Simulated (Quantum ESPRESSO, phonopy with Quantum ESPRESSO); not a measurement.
# C (Fd-3m): a volume series of phonon spectra, part 5 of 6

Which modes of C drive its thermal expansion?

Measurements to reproduce:
- volume expansion coefficient 3.5 1e-6/K and bulk modulus 442 GPa near room temperature (given in “High-Throughput Prediction of Finite-Temperature Properties using the Quasi-Harmonic Approximation”, 2016, arXiv:1603.06924)

Quantum ESPRESSO 7.5; DFT PBE, scalar-relativistic, plane waves, GBRV ultrasoft pseudopotentials.

So far. Step 4 (Self-consistent run): On a basis chosen for the relaxed cell the pressure is 0.008 GPa, small enough for phonons. Step 5 (Forces on a displaced cell): At this level the gap is 4.14 eV on the k-mesh of the self-consistent run, which can miss the band edges.

### 6. Phonons, V/V0 1

This step: DFT PBE, scalar-relativistic, plane waves, GBRV ultrasoft pseudopotentials (phonopy with Quantum ESPRESSO 4.10.0 / 7.5).

Wall time 2.6 min (4 threads of Arm Neoverse V2, shared host).

Numbers from this step:

```
point group                              : m-3m
highest frequency                        : 1315 cm⁻¹
Debye temperature from the second moment : 1861 K
lowest frequency on the path             : 0.1 cm⁻¹
zero-point energy                        : 0.3593 eV/cell
Γ frequencies                            : 0, 0, 0, 1294, 1294, 1294 cm⁻¹ (negative: imaginary)
```

Phonopy, no LO-TO term. The phonon branches at the labelled points (cm⁻¹):

```csv
point,branch 1,branch 2,branch 3,branch 4,branch 5,branch 6
Γ,0,0,0,1294,1294,1294
X,797,797,1041,1041,1190,1190
U,753,970,990,1057,1075,1224
jump to K,753,970,990,1056,1075,1224
Γ,0,0,0,1294,1294,1294
L,557,557,1023,1190,1190,1263
W,885,886,1008,1008,1155,1155
X,797,797,1041,1041,1190,1190
```

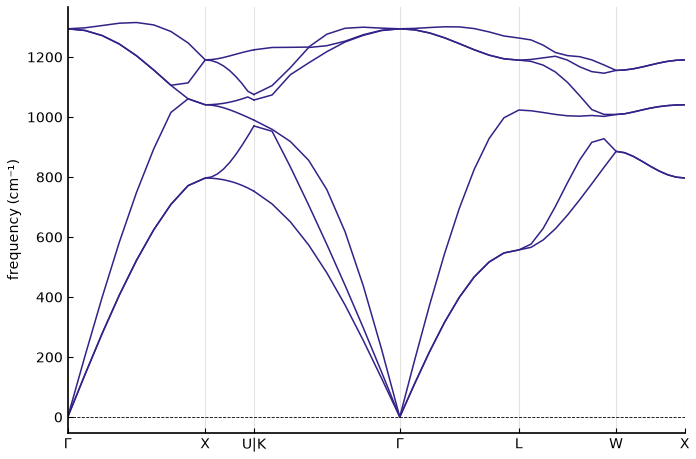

Phonon branches along the path.

Harmonic. Thermo, by row:

```csv
T (K),F_vib (meV/atom),S (J/mol-atom/K),C_V (J/mol-atom/K)
0,179.6,0,0
50,179.6,0.008,0.027
100,179.6,0.08,0.273
150,179.5,0.319,1.063
200,179.2,0.804,2.47
250,178.6,1.549,4.33
300,177.6,2.52,6.403
350,176,3.664,8.478
400,173.8,4.925,10.42
450,170.9,6.255,12.17
500,167.3,7.618,13.7
550,163,8.988,15.03
600,158,10.35,16.17
650,152.3,11.68,17.14
700,145.9,12.98,17.98
750,138.8,14.25,18.71
800,131.1,15.47,19.33
850,122.8,16.66,19.87
900,113.9,17.81,20.34
950,104.3,18.92,20.75
1000,94.25,20,21.11
```

The modes, C has structure finer than the step of the table below, so its rows give means over 100 cm⁻¹, whole bins alone (the curve runs from -10 to 1365 cm⁻¹). Peaks (cm⁻¹: height): 768.1: 0.00623, 1001.5: 0.0111, 1217.6: 0.0214.

Phonopy on the run's constants, 21x21x21 mesh, Gaussian sigma 9.8 cm⁻¹. Modes, C against wavenumber; means over each step:

```csv
wavenumber (cm⁻¹),"modes, C (1/cm⁻¹/cell)"
100,5.8e-5
200,2.6e-4
300,6.0e-4
400,0.00126
500,0.00260
600,0.00487
700,0.00549
800,0.00509
900,0.00411
1000,0.00673
1100,0.00672
1200,0.0165
1300,0.00574
```

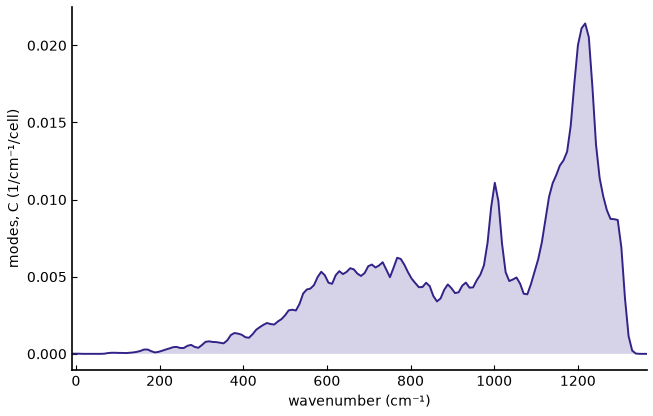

Modes, C, plotted against wavenumber.

No LO-TO term. Modes at Γ:

```csv
mode,frequency (cm⁻¹),symmetry
1,0.0,T1u
2,0.0,T1u
3,0.0,T1u
4,1294.0,T2g
5,1294.0,T2g
6,1294.0,T2g
```

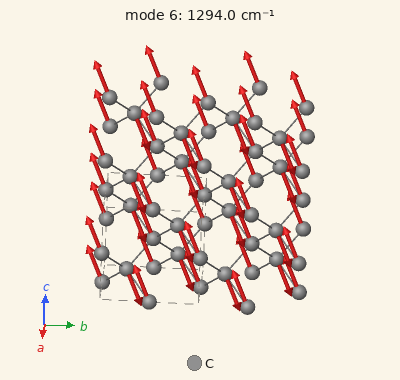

Displacement patterns of mode 6 at Γ; arrows are exaggerated. 1×2×2 conventional cells are drawn. Some periodic images of atoms are drawn too.

No mode is imaginary beyond numerical noise along the path.

The time given is that of the one pw.x run on a displaced cell behind this step.

### 7. Ground state at this cell, V/V0 1.015

A tight ground state at this cell gives the energy of this member; its pressure is the stress at this cutoff, which can carry an offset from the finite basis.

This step: DFT PBE, scalar-relativistic, plane waves, GBRV ultrasoft pseudopotentials (Quantum ESPRESSO 7.5).

System of this step: C. The structure is cubic, space group Fd-3m (No. 227). Conventional cell: a = 3.589 Å, b = 3.589 Å, c = 3.589 Å, α = 90.00°, β = 90.00°, γ = 90.00°. Nearest to C lie 4 C at 1.55 Å.

File scf.in:

```
&CONTROL
  calculation = 'scf'
  prefix      = 'x'
  outdir      = './tmp'
  pseudo_dir  = './pseudo'
  tprnfor     = .true.
  tstress     = .true.
/
&SYSTEM
  ibrav       = 0
  nat         = 2
  ntyp        = 1
  ecutwfc     = 45.0
  ecutrho     = 270.0
  occupations = 'fixed'
  nbnd        = 6
/
&ELECTRONS
  conv_thr         = 1.0d-12
  mixing_beta      = 0.7
  electron_maxstep = 100
/
ATOMIC_SPECIES
 C      12.0110  C.upf
CELL_PARAMETERS angstrom
     0.000000000    1.794324849    1.794324849
     1.794324849    0.000000000    1.794324849
     1.794324849    1.794324849    0.000000000
ATOMIC_POSITIONS crystal
 C      0.000000000   0.000000000   0.000000000
 C      0.250000000   0.250000000   0.250000000
K_POINTS automatic
 12 12 12 0 0 0
```

Started as:

```sh
$ OMP_NUM_THREADS=1 mpirun -n 4 pw.x -nk 4 -in scf.in > scf.out
```

What it wrote:

```text
[banner, memory and clock lines left out]
Program PWSCF v.7.5

     Message from routine setup:
     using ibrav=0 with symmetry is DISCOURAGED, use correct ibrav instead

     G-vector sticks info

     bravais-lattice index     =            0
     lattice parameter (alat)  =       4.7953  a.u.
     unit-cell volume          =      77.9704 (a.u.)^3
     number of atoms/cell      =            2
     number of atomic types    =            1
     number of electrons       =         8.00
[...]
atom    2 type  1   force =    -0.00000000    0.00000000    0.00000000

     Total force =     0.000000     Total SCF correction =     0.000000

     Computing stress (Cartesian axis) and pressure

          total   stress  (Ry/bohr**3)                   (kbar)     P=      -62.64
[...]
-0.00000000  -0.00042580  -0.00000000           -0.00      -62.64       -0.00
  -0.00000000  -0.00000000  -0.00042580           -0.00       -0.00      -62.64

     XML data file, charge density, pseudopotentials, collected wavefunctions
[key lines of the parts left out:]
!    total energy              =     -22.96142002 Ry
convergence has been achieved in   8 iterations
```

Run time: 1.5 s. Hardware: 4 MPI ranks.

At this level the gap is 4.13 eV on the k-mesh of the self-consistent run, which can miss the band edges.

### 8. A displaced supercell

One atom (for the harmonic constants) or a pair of atoms (for the cubic ones) is moved by a few hundredths of an ångström; the forces on all atoms give a column of force constants. The threshold is tight because the forces are small.

System of this step: C. The cell holds 54 atoms: 54 C. Cell: a = 7.613 Å, b = 7.613 Å, c = 7.613 Å, α = 60.0°, β = 60.0°, γ = 60.0°. It derives from C, repeated 3×3×3.

File disp-00001.in:

```
&CONTROL
  calculation = 'scf'
  prefix      = 'x'
  outdir      = './tmp'
  pseudo_dir  = './pseudo'
  tprnfor     = .true.
  disk_io     = 'none'
/
&SYSTEM
  ibrav       = 0
  nat         = 54
  ntyp        = 1
  ecutwfc     = 45.0
  ecutrho     = 270.0
  occupations = 'fixed'
  nbnd        = 110
/
&ELECTRONS
  conv_thr         = 1.0d-11
  mixing_beta      = 0.7
  electron_maxstep = 100
/
ATOMIC_SPECIES
 C      12.0110  C.upf
CELL_PARAMETERS angstrom
     0.000000000    5.382974546    5.382974546
     5.382974546    0.000000000    5.382974546
     5.382974546    5.382974546    0.000000000
ATOMIC_POSITIONS crystal
 C      0.002627197   0.000000000   0.000000000
 C      0.333333333   0.000000000   0.000000000
 C      0.666666667   0.000000000   0.000000000
 C      0.000000000   0.333333333   0.000000000
 C      0.333333333   0.333333333   0.000000000
 C      0.666666667   0.333333333   0.000000000
 C      0.000000000   0.666666667   0.000000000
 C      0.333333333   0.666666667   0.000000000
 C      0.666666667   0.666666667   0.000000000
 C      0.000000000   0.000000000   0.333333333
 C      0.333333333   0.000000000   0.333333333
 C      0.666666667   0.000000000   0.333333333
 C      0.000000000   0.333333333   0.333333333
 C      0.333333333   0.333333333   0.333333333
 C      0.666666667   0.333333333   0.333333333
 C      0.000000000   0.666666667   0.333333333
 C      0.333333333   0.666666667   0.333333333
 C      0.666666667   0.666666667   0.333333333
 C      0.000000000   0.000000000   0.666666667
 C      0.333333333   0.000000000   0.666666667
 C      0.666666667   0.000000000   0.666666667
 C      0.000000000   0.333333333   0.666666667
 C      0.333333333   0.333333333   0.666666667
 C      0.666666667   0.333333333   0.666666667
 C      0.000000000   0.666666667   0.666666667
 C      0.333333333   0.666666667   0.666666667
 C      0.666666667   0.666666667   0.666666667
 C      0.083333333   0.083333333   0.083333333
 C      0.416666667   0.083333333   0.083333333
 C      0.750000000   0.083333333   0.083333333
 C      0.083333333   0.416666667   0.083333333
 C      0.416666667   0.416666667   0.083333333
 C      0.750000000   0.416666667   0.083333333
 C      0.083333333   0.750000000   0.083333333
 C      0.416666667   0.750000000   0.083333333
 C      0.750000000   0.750000000   0.083333333
 C      0.083333333   0.083333333   0.416666667
 C      0.416666667   0.083333333   0.416666667
 C      0.750000000   0.083333333   0.416666667
 C      0.083333333   0.416666667   0.416666667
 C      0.416666667   0.416666667   0.416666667
 C      0.750000000   0.416666667   0.416666667
 C      0.083333333   0.750000000   0.416666667
 C      0.416666667   0.750000000   0.416666667
 C      0.750000000   0.750000000   0.416666667
 C      0.083333333   0.083333333   0.750000000
 C      0.416666667   0.083333333   0.750000000
 C      0.750000000   0.083333333   0.750000000
 C      0.083333333   0.416666667   0.750000000
 C      0.416666667   0.416666667   0.750000000
 C      0.750000000   0.416666667   0.750000000
 C      0.083333333   0.750000000   0.750000000
 C      0.416666667   0.750000000   0.750000000
 C      0.750000000   0.750000000   0.750000000
K_POINTS automatic
 3 3 3 0 0 0
```

Started as:

```sh
$ OMP_NUM_THREADS=1 mpirun -n 4 pw.x -nk 4 -in disp-00001.in > disp-00001.out
```

What it wrote:

```text
[banner, memory and clock lines left out]
Program PWSCF v.7.5

     Message from routine setup:
     using ibrav=0 with symmetry is DISCOURAGED, use correct ibrav instead

     G-vector sticks info

     bravais-lattice index     =            0
     lattice parameter (alat)  =      14.3859  a.u.
     unit-cell volume          =    2105.2010 (a.u.)^3
     number of atoms/cell      =           54
     number of atomic types    =            1
     number of electrons       =       216.00
[...]
atom    1 type  1   force =    -0.00071853   -0.02367520   -0.02367520
     atom    2 type  1   force =     0.00071298    0.00176470    0.00176470
     atom    3 type  1   force =    -0.00070879    0.00168866    0.00168866
[...]
atom   53 type  1   force =     0.00009873   -0.00007778   -0.00007778
     atom   54 type  1   force =    -0.00000013   -0.00002946   -0.00002946

     Total force =     0.037004     Total SCF correction =     0.000002
     Message from routine punch:
     Nothing written, as per user request (disk_io='none')
[key lines of the parts left out:]
!    total energy              =    -619.95711349 Ry
convergence has been achieved in  14 iterations
```

Elapsed: 2.7 min, on 4 MPI ranks.

### 9. Lattice dynamics at this volume, V/V0 1.015

This step: DFT PBE, scalar-relativistic, plane waves, GBRV ultrasoft pseudopotentials (phonopy with Quantum ESPRESSO 4.10.0 / 7.5).

It took 2.7 min on 4 threads; 11 min of CPU time.

No mode is imaginary beyond numerical noise along the path. The highest zone-centre mode (no LO–TO term) moved by -1.5 % for a volume change of +1.5 %.

The time given is that of the one pw.x run on a displaced cell behind this step.

### 10. Ground state at this cell, V/V0 0.985

A tight ground state at this cell gives the energy of this member; its pressure is the stress at this cutoff, which can carry an offset from the finite basis.

This step: DFT PBE, scalar-relativistic, plane waves, GBRV ultrasoft pseudopotentials (Quantum ESPRESSO 7.5).

System of this step: C. The structure is cubic, space group Fd-3m (No. 227). Conventional cell: a = 3.553 Å, b = 3.553 Å, c = 3.553 Å, α = 90.00°, β = 90.00°, γ = 90.00°. Nearest to C lie 4 C at 1.54 Å.

Changes to scf.in since step 7:

```diff
@@ -25,5 +25,5 @@
 CELL_PARAMETERS angstrom
-     0.000000000    1.794324849    1.794324849
-     1.794324849    0.000000000    1.794324849
-     1.794324849    1.794324849    0.000000000
+     0.000000000    1.776469686    1.776469686
+     1.776469686    0.000000000    1.776469686
+     1.776469686    1.776469686    0.000000000
 ATOMIC_POSITIONS crystal
```

Started as:

```sh
$ OMP_NUM_THREADS=1 mpirun -n 4 pw.x -nk 4 -in scf.in > scf.out
```

What it wrote:

```text
[banner, memory and clock lines left out]
Program PWSCF v.7.5

     Message from routine setup:
     using ibrav=0 with symmetry is DISCOURAGED, use correct ibrav instead

     G-vector sticks info

     bravais-lattice index     =            0
     lattice parameter (alat)  =       4.7476  a.u.
     unit-cell volume          =      75.6659 (a.u.)^3
     number of atoms/cell      =            2
     number of atomic types    =            1
     number of electrons       =         8.00
[...]
atom    2 type  1   force =     0.00000000   -0.00000000   -0.00000000

     Total force =     0.000000     Total SCF correction =     0.000000

     Computing stress (Cartesian axis) and pressure

          total   stress  (Ry/bohr**3)                   (kbar)     P=       67.38
[...]
0.00000000   0.00045806   0.00000000            0.00       67.38        0.00
   0.00000000   0.00000000   0.00045806            0.00        0.00       67.38

     XML data file, charge density, pseudopotentials, collected wavefunctions
[key lines of the parts left out:]
!    total energy              =     -22.96135332 Ry
convergence has been achieved in   8 iterations
```

Run time: 1.4 s. Hardware: 4 MPI ranks; 5.3 s of CPU time.

The run ends at a pressure of 6.74 GPa.

### 11. A displaced supercell

One atom (for the harmonic constants) or a pair of atoms (for the cubic ones) is moved by a few hundredths of an ångström; the forces on all atoms give a column of force constants. The threshold is tight because the forces are small.

System of this step: C. The cell holds 54 atoms: 54 C. Cell: a = 7.537 Å, b = 7.537 Å, c = 7.537 Å, α = 60.0°, β = 60.0°, γ = 60.0°. It derives from C, repeated 3×3×3.

Changes to disp-00001.in since step 8:

```diff
@@ -25,7 +25,7 @@
 CELL_PARAMETERS angstrom
-     0.000000000    5.382974546    5.382974546
-     5.382974546    0.000000000    5.382974546
-     5.382974546    5.382974546    0.000000000
+     0.000000000    5.329409057    5.329409057
+     5.329409057    0.000000000    5.329409057
+     5.329409057    5.329409057    0.000000000
 ATOMIC_POSITIONS crystal
- C      0.002627197   0.000000000   0.000000000
+ C      0.002653603   0.000000000   0.000000000
  C      0.333333333   0.000000000   0.000000000
```

Started as:

```sh
$ OMP_NUM_THREADS=1 mpirun -n 4 pw.x -nk 4 -in disp-00001.in > disp-00001.out
```

What it wrote:

```text
[banner, memory and clock lines left out]
Program PWSCF v.7.5

     Message from routine setup:
     using ibrav=0 with symmetry is DISCOURAGED, use correct ibrav instead

     G-vector sticks info

     bravais-lattice index     =            0
     lattice parameter (alat)  =      14.2427  a.u.
     unit-cell volume          =    2042.9783 (a.u.)^3
     number of atoms/cell      =           54
     number of atomic types    =            1
     number of electrons       =       216.00
[...]
atom    1 type  1   force =    -0.00078538   -0.02515106   -0.02515106
     atom    2 type  1   force =     0.00074825    0.00185718    0.00185718
     atom    3 type  1   force =    -0.00074372    0.00177756    0.00177756
[...]
atom   53 type  1   force =     0.00010012   -0.00008336   -0.00008336
     atom   54 type  1   force =    -0.00000014   -0.00002914   -0.00002914

     Total force =     0.039395     Total SCF correction =     0.000002
     Message from routine punch:
     Nothing written, as per user request (disk_io='none')
[key lines of the parts left out:]
!    total energy              =    -619.95537090 Ry
convergence has been achieved in  14 iterations
```

Wall time 2.6 min (4 MPI ranks).

### 12. Lattice dynamics at this volume, V/V0 0.985

This step: DFT PBE, scalar-relativistic, plane waves, GBRV ultrasoft pseudopotentials (phonopy with Quantum ESPRESSO 4.10.0 / 7.5).

It took 2.6 min on 4 threads; 10 min of CPU time.

No mode is imaginary beyond numerical noise along the path. The highest zone-centre mode (no LO–TO term) moved by +1.5 % for a volume change of -1.5 %.

The time given is that of the one pw.x run on a displaced cell behind this step.

### 13. Ground state at this cell, V/V0 1.03

A tight ground state at this cell gives the energy of this member; its pressure is the stress at this cutoff, which can carry an offset from the finite basis.

This step: DFT PBE, scalar-relativistic, plane waves, GBRV ultrasoft pseudopotentials (Quantum ESPRESSO 7.5).

System of this step: C. The structure is cubic, space group Fd-3m (No. 227). The conventional cell has a = 3.606 Å, b = 3.606 Å, c = 3.606 Å, α = 90.00°, β = 90.00°, γ = 90.00°. Nearest to C lie 4 C at 1.56 Å.

Changes to scf.in since step 10:

```diff
@@ -25,5 +25,5 @@
 CELL_PARAMETERS angstrom
-     0.000000000    1.776469686    1.776469686
-     1.776469686    0.000000000    1.776469686
-     1.776469686    1.776469686    0.000000000
+     0.000000000    1.803120699    1.803120699
+     1.803120699    0.000000000    1.803120699
+     1.803120699    1.803120699    0.000000000
 ATOMIC_POSITIONS crystal
```

Started as:

```sh
$ OMP_NUM_THREADS=1 mpirun -n 4 pw.x -nk 4 -in scf.in > scf.out
```

What it wrote:

```text
[banner, memory and clock lines left out]
Program PWSCF v.7.5

     Message from routine setup:
     using ibrav=0 with symmetry is DISCOURAGED, use correct ibrav instead

     G-vector sticks info

     bravais-lattice index     =            0
     lattice parameter (alat)  =       4.8188  a.u.
     unit-cell volume          =      79.1227 (a.u.)^3
     number of atoms/cell      =            2
     number of atomic types    =            1
     number of electrons       =         8.00
[...]
atom    2 type  1   force =    -0.00000000    0.00000000   -0.00000000

     Total force =     0.000000     Total SCF correction =     0.000000

     Computing stress (Cartesian axis) and pressure

          total   stress  (Ry/bohr**3)                   (kbar)     P=     -121.13
[...]
-0.00000000  -0.00082344  -0.00000000           -0.00     -121.13       -0.00
  -0.00000000  -0.00000000  -0.00082344           -0.00       -0.00     -121.13

     XML data file, charge density, pseudopotentials, collected wavefunctions
[key lines of the parts left out:]
!    total energy              =     -22.96072199 Ry
convergence has been achieved in   8 iterations
```

It took 1.5 s on 4 MPI ranks.

The run ends at a pressure of -12.11 GPa.

### 14. A displaced supercell

One atom (for the harmonic constants) or a pair of atoms (for the cubic ones) is moved by a few hundredths of an ångström; the forces on all atoms give a column of force constants. The threshold is tight because the forces are small.

System of this step: C. The cell holds 54 atoms: 54 C. Its edges and angles: a = 7.650 Å, b = 7.650 Å, c = 7.650 Å, α = 60.0°, β = 60.0°, γ = 60.0°. It derives from C, repeated 3×3×3.

Changes to disp-00001.in since step 11:

```diff
@@ -25,7 +25,7 @@
 CELL_PARAMETERS angstrom
-     0.000000000    5.329409057    5.329409057
-     5.329409057    0.000000000    5.329409057
-     5.329409057    5.329409057    0.000000000
+     0.000000000    5.409362098    5.409362098
+     5.409362098    0.000000000    5.409362098
+     5.409362098    5.409362098    0.000000000
 ATOMIC_POSITIONS crystal
- C      0.002653603   0.000000000   0.000000000
+ C      0.002614381   0.000000000   0.000000000
  C      0.333333333   0.000000000   0.000000000
```

Started as:

```sh
$ OMP_NUM_THREADS=1 mpirun -n 4 pw.x -nk 4 -in disp-00001.in > disp-00001.out
```

What it wrote:

```text
[banner, memory and clock lines left out]
Program PWSCF v.7.5

     Message from routine setup:
     using ibrav=0 with symmetry is DISCOURAGED, use correct ibrav instead

     G-vector sticks info

     bravais-lattice index     =            0
     lattice parameter (alat)  =      14.4564  a.u.
     unit-cell volume          =    2136.3124 (a.u.)^3
     number of atoms/cell      =           54
     number of atomic types    =            1
     number of electrons       =       216.00
[...]
atom    1 type  1   force =    -0.00068744   -0.02298179   -0.02298179
     atom    2 type  1   force =     0.00069635    0.00172054    0.00172054
     atom    3 type  1   force =    -0.00069234    0.00164625    0.00164625
[...]
atom   53 type  1   force =     0.00009800   -0.00007501   -0.00007501
     atom   54 type  1   force =    -0.00000013   -0.00002946   -0.00002946

     Total force =     0.035888     Total SCF correction =     0.000004
     Message from routine punch:
     Nothing written, as per user request (disk_io='none')
[key lines of the parts left out:]
!    total energy              =    -619.93838762 Ry
convergence has been achieved in  14 iterations
```

Wall time 2.7 min (4 MPI ranks).

(Part 5 of 6 ends here.)

[Logs are printed without paths, hosts, clocks, repeated set-up lines and the standing remarks that a program may print on its own settings, such as how far it seeks lower states.]

[Hosts, paths, dates, database ids (printed as entryN), source tags and the programs' standing remarks are cut or masked in the printed files.]

[A step with changed settings may run another functional than the one named; its input shows which.]

[Of the runs on displaced cells, only some may be shown.]
